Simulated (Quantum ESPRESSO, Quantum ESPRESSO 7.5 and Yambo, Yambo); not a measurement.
## Quasiparticle gap of MgO (Periclase) in Yambo

Wanted: ground state, empty states, screening and self-energy for MgO (Periclase).

Program: Quantum ESPRESSO 7.5 and Yambo 5.3.0. Level of theory: PBE and many-body steps on it, plane waves. Results are calculated unless marked as measured.

The database entry behind the starting cell differs from later determinations by our own check (about 0.1 % long), so it need not match the best structure at ambient conditions.

## (1) Set-up

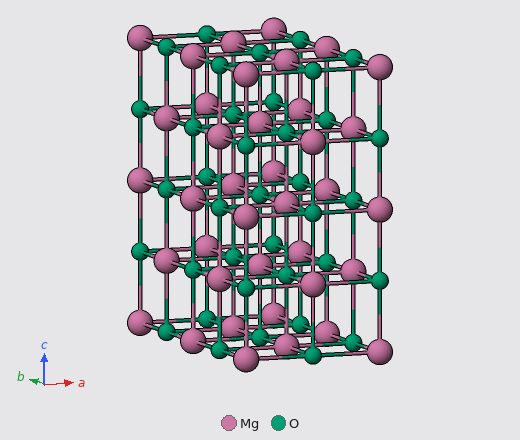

The cell as given, slightly off an axis (magnesium pink, oxygen teal). 1×2×2 cells are drawn. This picture shows the conventional cell, with its axes. Some periodic images of atoms are drawn too.

As a file:

```cif
data_structure
_symmetry_space_group_name_H-M 'P 1'
_symmetry_Int_Tables_number 1
_cell_length_a 2.9819
_cell_length_b 2.9819
_cell_length_c 2.9819
_cell_angle_alpha 60.000
_cell_angle_beta 60.000
_cell_angle_gamma 60.000
_cell_volume 18.75
loop_
_atom_site_label
_atom_site_type_symbol
_atom_site_fract_x
_atom_site_fract_y
_atom_site_fract_z
_atom_site_occupancy
Mg1 Mg 0.00000 0.00000 0.00000 1
O2 O 0.50000 0.50000 0.50000 1
```

The cell and positions come from the Crystallography Open Database and are kept as given unless a step says otherwise.

## (2) Ground state

This step: Quantum ESPRESSO 7.5; DFT, PBE, plane waves, norm-conserving pseudopotentials.

The ground-state density comes first.

Contents of pw.in:

```
&control
  calculation = 'scf'
  prefix = 'x'
  outdir = 'o'
  pseudo_dir = 'pseudo'
/
&system
  ibrav = 0
  nat = 2
  ntyp = 2
  ecutwfc = 76.0
  nbnd = 13
  force_symmorphic = .true.
/
&electrons
  conv_thr = 1e-10
  electron_maxstep = 80
  mixing_beta = 0.5
/
ATOMIC_SPECIES
  Mg 24.305 Mg.upf
  O 15.999 O.upf
CELL_PARAMETERS angstrom
  -0.0000000000 2.1085000000 2.1085000000
  2.1085000000 -0.0000000000 2.1085000000
  2.1085000000 2.1085000000 -0.0000000000
ATOMIC_POSITIONS crystal
  Mg 0.0000000000 0.0000000000 0.0000000000
  O 0.5000000000 0.5000000000 0.5000000000
K_POINTS automatic
  8 8 8 0 0 0
```

On the command line:

```
$ OMP_NUM_THREADS=1 mpirun -n 8 pw.x -nk 8 -in pw.in > pw.out
```

Log:

```text
Program PWSCF v.7.5 starts

     This program is part of the open-source Quantum ESPRESSO suite
     for quantum simulation of materials; please cite
         "P. Giannozzi et al., J. Phys.:Condens. Matter 21 395502 (2009);
         "P. Giannozzi et al., J. Phys.:Condens. Matter 29 465901 (2017);
         "P. Giannozzi et al., J. Chem. Phys. 152 154105 (2020);
     in publications or presentations arising from this work. More details at
     Message from routine setup:
     using ibrav=0 with symmetry is DISCOURAGED, use correct ibrav instead

     G-vector sticks info

     bravais-lattice index     =            0
     lattice parameter (alat)  =       5.6349  a.u.
     unit-cell volume          =     126.5166 (a.u.)^3
     number of atoms/cell      =            2
     number of atomic types    =            2
     number of electrons       =        16.00
     number of Kohn-Sham states=           13
     kinetic-energy cutoff     =      76.0000  Ry
     charge density cutoff     =     304.0000  Ry
     scf convergence threshold =      1.0E-10
     mixing beta               =       0.5000
     number of iterations used =            8  plain     mixing
     Exchange-correlation= PBE
                           (   1   4   3   4   0   0   0)

     celldm(1)=   5.634916  celldm(2)=   0.000000  celldm(3)=   0.000000
     celldm(4)=   0.000000  celldm(5)=   0.000000  celldm(6)=   0.000000

     crystal axes: (cart. coord. in units of alat)
               a(1) = (  -0.000000   0.707107   0.707107 )
               a(2) = (   0.707107  -0.000000   0.707107 )
               a(3) = (   0.707107   0.707107  -0.000000 )

     reciprocal axes: (cart. coord. in units 2 pi/alat)
               b(1) = ( -0.707107  0.707107  0.707107 )
               b(2) = (  0.707107 -0.707107  0.707107 )
               b(3) = (  0.707107  0.707107 -0.707107 )
     Pseudo is Norm-conserving, Zval = 10.0
     Generated using ONCVPSP code by D. R. Hamann
     Using radial grid of 1510 points,  4 beta functions with:
     Pseudo is Norm-conserving + core correction, Zval =  6.0
     Generated using ONCVPSP code by D. R. Hamann
     Using radial grid of  936 points,  5 beta functions with:
     Mg               10.00    24.30500     Mg( 1.00)
     O                 6.00    15.99900     O ( 1.00)

     48 Sym. Ops., with inversion, found

   Cartesian axes

     site n.     atom                  positions (alat units)
         1        Mg     tau(   1) = (   0.0000000   0.0000000   0.0000000  )
         2        O      tau(   2) = (   0.7071068   0.7071068   0.7071068  )

     number of k points=    29
                       cart. coord. in units 2pi/alat
        k(    1) = (   0.0000000   0.0000000   0.0000000), wk =   0.0039062
        k(    2) = (   0.0883883   0.0883883  -0.0883883), wk =   0.0312500
        k(    3) = (   0.1767767   0.1767767  -0.1767767), wk =   0.0312500
        k(    4) = (   0.2651650   0.2651650  -0.2651650), wk =   0.0312500
        k(    5) = (  -0.3535534  -0.3535534   0.3535534), wk =   0.0156250
        k(    6) = (   0.1767767   0.0000000   0.0000000), wk =   0.0234375
        k(    7) = (   0.2651650   0.0883883  -0.0883883), wk =   0.0937500
        k(    8) = (   0.3535534   0.1767767  -0.1767767), wk =   0.0937500
        k(    9) = (  -0.2651650  -0.4419417   0.4419417), wk =   0.0937500
        k(   10) = (  -0.1767767  -0.3535534   0.3535534), wk =   0.0937500
     [... 17 further rows ...]
        k(   28) = (  -0.7071068   0.1767767  -0.0000000), wk =   0.0468750
        k(   29) = (  -0.7071068   0.3535534   0.0000000), wk =   0.0234375

     Dense  grid:    11311 G-vectors     FFT dimensions: (  32,  32,  32)

     Initial potential from superposition of free atoms

     starting charge      15.9992, renormalised to      16.0000
     Starting wfcs are    9 randomized atomic wfcs +    4 random wfcs

     per-process dynamical memory:    13.3 Mb

     Self-consistent Calculation

     iteration #  1     ecut=    76.00 Ry     beta= 0.50

     total energy              =    -151.98520407 Ry
     estimated scf accuracy    <       0.38625892 Ry

     iteration #  2     ecut=    76.00 Ry     beta= 0.50

     total energy              =    -152.09123152 Ry
     estimated scf accuracy    <       0.06144770 Ry

     iteration #  3     ecut=    76.00 Ry     beta= 0.50

     total energy              =    -152.10137215 Ry
     estimated scf accuracy    <       0.00323688 Ry

     iteration #  4     ecut=    76.00 Ry     beta= 0.50

     total energy              =    -152.10154726 Ry
     estimated scf accuracy    <       0.00008429 Ry

     iteration #  5     ecut=    76.00 Ry     beta= 0.50

     total energy              =    -152.10156154 Ry
     estimated scf accuracy    <       0.00000255 Ry

     iteration #  6     ecut=    76.00 Ry     beta= 0.50

     total energy              =    -152.10156189 Ry
     estimated scf accuracy    <       0.00000034 Ry

     iteration #  7     ecut=    76.00 Ry     beta= 0.50

     total energy              =    -152.10156189 Ry
     estimated scf accuracy    <       0.00000004 Ry

     iteration #  8     ecut=    76.00 Ry     beta= 0.50

     total energy              =    -152.10156190 Ry
     estimated scf accuracy    <          2.8E-09 Ry

     iteration #  9     ecut=    76.00 Ry     beta= 0.50

     End of self-consistent calculation

          k = 0.0000 0.0000 0.0000 (  1411 PWs)   bands (ev):

   -64.3635 -31.1132 -31.1132 -31.1132  -9.1598   8.0108   8.0108   8.0108
    12.7439  23.9496  23.9496  23.9496  27.7112

          k = 0.0884 0.0884-0.0884 (  1423 PWs)   bands (ev):

   -64.3622 -31.1257 -31.1147 -31.1147  -8.9928   7.0680   7.9110   7.9110
    13.6509  22.2184  24.2970  24.2970  28.6700

          k = 0.1768 0.1768-0.1768 (  1405 PWs)   bands (ev):

   -64.3592 -31.1550 -31.1176 -31.1176  -8.5599   5.3798   7.6806   7.6806
    15.0976  20.6247  24.7407  24.7407  28.2672

          k = 0.2652 0.2652-0.2652 (  1423 PWs)   bands (ev):

     [... further k-points ...]

     highest occupied, lowest unoccupied level (ev):     8.0108   12.7439

!    total energy              =    -152.10156190 Ry
     estimated scf accuracy    <          5.5E-11 Ry

     The total energy is the sum of the following terms:
     one-electron contribution =     -74.52622053 Ry
     hartree contribution      =      41.57252695 Ry
     xc contribution           =     -24.49213381 Ry
     ewald contribution        =     -94.65573450 Ry

     convergence has been achieved in   9 iterations

     XML data file, charge density, pseudopotentials, collected wavefunctions

=------------------------------------------------------------------------------=
   JOB DONE.
=------------------------------------------------------------------------------=
```

The job ended after 2.3 s (8 MPI ranks of AMD EPYC 7R43, shared host; peak memory 0.44 GiB).

This step gave:

```
total energy               : -2069.4472 eV
gap                        : 4.733 eV
k of the valence top       : 0, 0, 0
k of the conduction bottom : 0, 0, 0
least direct gap           : 4.733 eV
```

The gap is direct, at Γ.

## (3) Bands along the symmetry lines

The cheap functional maps the bands first; the places of the edges decide which points the dearer methods must see.

Contents of pw.in:

```
&control
  calculation = 'bands'
  prefix = 'x'
  outdir = 'o'
  pseudo_dir = 'pseudo'
/
&system
  ibrav = 0
  nat = 2
  ntyp = 2
  ecutwfc = 76.0
  nbnd = 14
  force_symmorphic = .true.
/
&electrons
  conv_thr = 1e-9
  electron_maxstep = 80
  diago_full_acc = .true.
  diago_thr_init = 5e-6
/
ATOMIC_SPECIES
  Mg 24.305 Mg.upf
  O 15.999 O.upf
CELL_PARAMETERS angstrom
  -0.0000000000 2.1085000000 2.1085000000
  2.1085000000 -0.0000000000 2.1085000000
  2.1085000000 2.1085000000 -0.0000000000
ATOMIC_POSITIONS crystal
  Mg 0.0000000000 0.0000000000 0.0000000000
  O 0.5000000000 0.5000000000 0.5000000000
K_POINTS crystal
  50
  0.00000000 0.00000000 0.00000000 1
  0.06250000 0.00000000 0.06250000 1
  0.12500000 0.00000000 0.12500000 1
  0.18750000 0.00000000 0.18750000 1
  0.25000000 0.00000000 0.25000000 1
  0.31250000 0.00000000 0.31250000 1
  0.37500000 0.00000000 0.37500000 1
  0.43750000 0.00000000 0.43750000 1
  0.50000000 0.00000000 0.50000000 1
  0.51562500 0.03125000 0.51562500 1
  0.53125000 0.06250000 0.53125000 1
  0.54687500 0.09375000 0.54687500 1
  0.56250000 0.12500000 0.56250000 1
  0.57812500 0.15625000 0.57812500 1
  0.59375000 0.18750000 0.59375000 1
  0.60937500 0.21875000 0.60937500 1
  0.62500000 0.25000000 0.62500000 1
  0.37500000 0.37500000 0.75000000 1
  0.32812500 0.32812500 0.65625000 1
  0.28125000 0.28125000 0.56250000 1
  0.23437500 0.23437500 0.46875000 1
  0.18750000 0.18750000 0.37500000 1
  0.14062500 0.14062500 0.28125000 1
  0.09375000 0.09375000 0.18750000 1
  0.04687500 0.04687500 0.09375000 1
  0.00000000 0.00000000 0.00000000 1
  0.06250000 0.06250000 0.06250000 1
  0.12500000 0.12500000 0.12500000 1
  0.18750000 0.18750000 0.18750000 1
  0.25000000 0.25000000 0.25000000 1
  0.31250000 0.31250000 0.31250000 1
  0.37500000 0.37500000 0.37500000 1
  0.43750000 0.43750000 0.43750000 1
  0.50000000 0.50000000 0.50000000 1
  0.50000000 0.46875000 0.53125000 1
  0.50000000 0.43750000 0.56250000 1
  0.50000000 0.40625000 0.59375000 1
  0.50000000 0.37500000 0.62500000 1
  0.50000000 0.34375000 0.65625000 1
  0.50000000 0.31250000 0.68750000 1
  0.50000000 0.28125000 0.71875000 1
  0.50000000 0.25000000 0.75000000 1
  0.50000000 0.21875000 0.71875000 1
  0.50000000 0.18750000 0.68750000 1
  0.50000000 0.15625000 0.65625000 1
  0.50000000 0.12500000 0.62500000 1
  0.50000000 0.09375000 0.59375000 1
  0.50000000 0.06250000 0.56250000 1
  0.50000000 0.03125000 0.53125000 1
  0.50000000 0.00000000 0.50000000 1
```

Log:

```text
[banner, memory and clock lines left out]
Program PWSCF v.7.5 starts

     Atomic positions and unit cell read from directory:
     o/x.save/

     Message from routine setup:
     using ibrav=0 with symmetry is DISCOURAGED, use correct ibrav instead

     G-vector sticks info

     bravais-lattice index     =            0
     lattice parameter (alat)  =       5.6349  a.u.
     unit-cell volume          =     126.5166 (a.u.)^3
     number of atoms/cell      =            2
     number of atomic types    =            2
     number of electrons       =        16.00
     number of Kohn-Sham states=           14
     kinetic-energy cutoff     =      76.0000  Ry
     charge density cutoff     =     304.0000  Ry
     Exchange-correlation= PBE
                           (   1   4   3   4   0   0   0)

     celldm(1)=   5.634916  celldm(2)=   0.000000  celldm(3)=   0.000000
     celldm(4)=   0.000000  celldm(5)=   0.000000  celldm(6)=   0.000000

     crystal axes: (cart. coord. in units of alat)
               a(1) = (  -0.000000   0.707107   0.707107 )
               a(2) = (   0.707107  -0.000000   0.707107 )
               a(3) = (   0.707107   0.707107  -0.000000 )

     reciprocal axes: (cart. coord. in units 2 pi/alat)
               b(1) = ( -0.707107  0.707107  0.707107 )
               b(2) = (  0.707107 -0.707107  0.707107 )
               b(3) = (  0.707107  0.707107 -0.707107 )
     Pseudo is Norm-conserving, Zval = 10.0
     Generated using ONCVPSP code by D. R. Hamann
     Using radial grid of 1510 points,  4 beta functions with:
     Pseudo is Norm-conserving + core correction, Zval =  6.0
     Generated using ONCVPSP code by D. R. Hamann
     Using radial grid of  936 points,  5 beta functions with:
     Mg               10.00    24.30500     Mg( 1.00)
     O                 6.00    15.99900     O ( 1.00)

     48 Sym. Ops., with inversion, found

   Cartesian axes

     site n.     atom                  positions (alat units)
         1        Mg     tau(   1) = (   0.0000000   0.0000000   0.0000000  )
         2        O      tau(   2) = (   0.7071068   0.7071068   0.7071068  )

     number of k points=    50
                       cart. coord. in units 2pi/alat
        k(    1) = (   0.0000000   0.0000000   0.0000000), wk =   0.0400000
        k(    2) = (   0.0000000   0.0883883   0.0000000), wk =   0.0400000
        k(    3) = (   0.0000000   0.1767767   0.0000000), wk =   0.0400000
[...]
[... 38 further rows ...]
        k(   49) = (   0.0441942   0.7071068   0.0000000), wk =   0.0400000
        k(   50) = (   0.0000000   0.7071068   0.0000000), wk =   0.0400000

     Dense  grid:    11311 G-vectors     FFT dimensions: (  32,  32,  32)

     The potential is recalculated from file :
     o/x.save/charge-density

     Starting wfcs are    9 randomized atomic wfcs +    5 random wfcs

     Band Structure Calculation

     End of band structure calculation

          k = 0.0000 0.0000 0.0000 (  1411 PWs)   bands (ev):

   -64.3635 -31.1133 -31.1133 -31.1133  -9.1597   8.0109   8.0109   8.0109
    12.7439  23.9496  23.9496  23.9496  27.7112  29.7246

          k = 0.0000 0.0884 0.0000 (  1419 PWs)   bands (ev):

   -64.3631 -31.1164 -31.1144 -31.1144  -9.1029   7.7028   7.9502   7.9502
    13.0966  23.1332  24.0779  24.0779  28.6805  28.7905

          k = 0.0000 0.1768 0.0000 (  1419 PWs)   bands (ev):

   -64.3619 -31.1249 -31.1175 -31.1175  -8.9402   6.9904   7.7830   7.7830
    13.9454  21.7310  24.4333  24.4333  26.9194  30.2063

          k =-0.0000 0.2652 0.0000 (  1411 PWs)   bands (ev):

[...]
k = 0.0000 0.4419-0.0000 (  1411 PWs)   bands (ev):

[...]
k =-0.0000 0.5303 0.0000 (  1407 PWs)   bands (ev):

[...]
k = 0.0000 0.6187-0.0000 (  1399 PWs)   bands (ev):

[...]
k = 0.4640 0.4640-0.0000 (  1428 PWs)   bands (ev):

[...]
k = 0.3315 0.3315-0.0000 (  1416 PWs)   bands (ev):

[...]
k = 0.3094 0.7071-0.0000 (  1426 PWs)   bands (ev):

[...]
k = 0.2210 0.7071-0.0000 (  1410 PWs)   bands (ev):

[...]
k = 0.1768 0.7071-0.0000 (  1418 PWs)   bands (ev):

[...]
k = 0.0442 0.7071 0.0000 (  1410 PWs)   bands (ev):

   -64.3523 -31.1840 -31.1416 -31.1412  -7.6265   4.0059   6.6443   6.6658
    17.2933  18.0453  21.0454  26.8187  26.9892  33.5889

          k = 0.0000 0.7071 0.0000 (  1428 PWs)   bands (ev):

   -64.3523 -31.1846 -31.1413 -31.1413  -7.6288   3.9868   6.6826   6.6826
    17.2331  17.9851  21.0654  26.9476  26.9476  33.5058

     XML data file, pseudopotentials, collected wavefunctions
```

The job ended after 1.8 s (8 MPI ranks; peak memory 0.05 GiB; 12 s of CPU time).

This step gave:

```yaml
gap: 4.733 eV
k_of_the_valence_top: 0, 0, 0
k_of_the_conduction_bottom: 0, 0, 0
least_direct_gap: 4.733 eV
```

The gap is 4.733 eV, as in the run before at this level.

Electronic bands along the path, in eV, zero at the top of the highest filled band; v1 is the highest filled band, c1 the lowest empty one:

```csv
point,v4,v3,v2,v1,c1,c2,c3,c4
Γ,-17.17,0.00,0.00,0.00,4.73,15.94,15.94,15.94
X,-15.64,-4.02,-1.33,-1.33,9.22,9.97,13.05,18.94
U,-15.61,-3.44,-2.67,-1.12,10.14,11.76,12.51,18.11
jump to K,-15.61,-3.44,-2.67,-1.12,10.14,11.76,12.51,18.11
Γ,-17.17,0.00,0.00,0.00,4.73,15.94,15.94,15.94
L,-15.86,-4.57,-0.63,-0.63,7.91,12.57,16.32,16.32
W,-15.58,-2.91,-2.91,-1.75,11.66,11.66,12.15,15.52
X,-15.64,-4.02,-1.33,-1.33,9.22,9.97,13.05,18.94
```

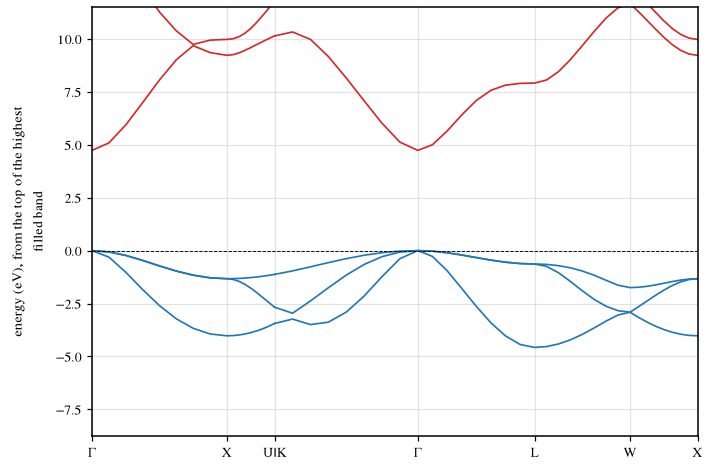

Electronic bands along the path; lines of filled and empty bands in two colours.

(Continued in part 2 of 2.)

[Paths, hosts, dates, memory and timing lines, banners, echoed tables and standing remarks are left out of the program output.]

[Logs are printed without paths, hosts, clocks, repeated set-up lines and the standing remarks that a program may print on its own settings, such as how far it seeks lower states.]

[Runs of the session that timed out or met a known fault of the program may be left out.]

[Hosts, paths, dates, database ids (printed as entryN), source tags and the programs' standing remarks are cut or masked in the printed files.]
